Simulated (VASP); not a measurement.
Band structure of SrTe (rock salt). Calculation: AM05 GGA, VASP's PBE PAW potentials (set 64) (plane waves; VASP).

Unless said otherwise, spin-orbit coupling is left out, though it shifts the bands of the heavy elements here.

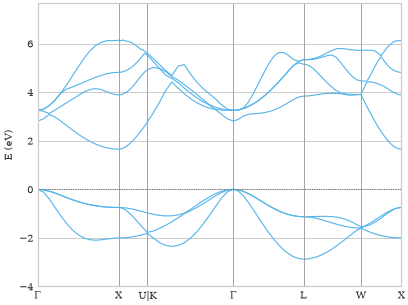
Figure: Bands along high-symmetry lines, zero at the valence-band maximum or, without a gap, the Fermi level

Read the plot: is there a gap, and where are the band edges?

The gap is indirect, 1.65 eV, from the valence maximum at Γ to the conduction minimum at X. (Edges off the drawn lines would not show.)

The compound is SrTe in the rock salt structure. It was relaxed first.
